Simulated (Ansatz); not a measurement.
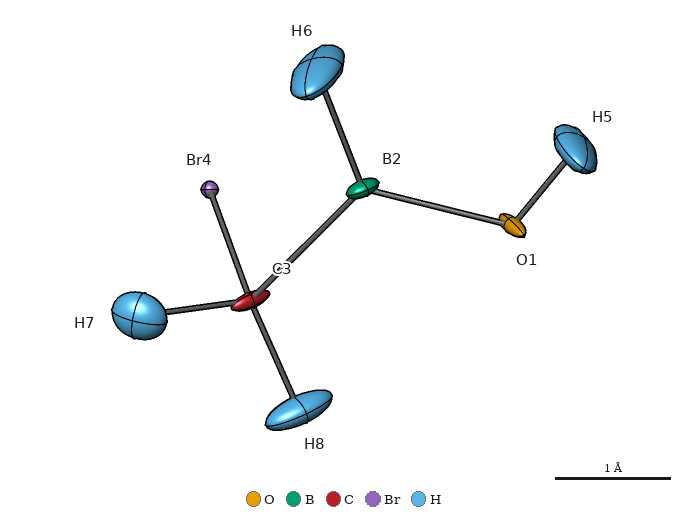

Displacement ellipsoids at the 50 % level, from the internal vibrations of the free molecule (harmonic, no overall translation or rotation; no half-axis is drawn under 0.075 Å). Vibrations computed with RKS PBE0-D4/def2-TZVP (Ansatz 0.2.0). Temperature: 298 K.

Question: Which atom moves most?

Answer: H6, with U_eq = 0.0402 Å².

Question: Does H5 move more along its bond or across it?

Answer: Across it: the root-mean-square amplitude is 0.104 Å along the bond and up to 0.287 Å across, since bending and torsion are softer than stretching.

Give the displacement parameters, one line for each set of equivalent atoms.

```tsv
atom	U_eq (Å²)	rms amplitudes (Å)
O1	0.0136	0.020, 0.037, 0.197
B2	0.0062	0.043, 0.081, 0.101
C3	0.0063	0.039, 0.045, 0.124
Br4	0.0010	0.005, 0.009, 0.054
H5	0.0358	0.084, 0.134, 0.287
H6	0.0402	0.088, 0.153, 0.299
H7	0.0195	0.110, 0.137, 0.166
H8	0.0224	0.081, 0.127, 0.211
```
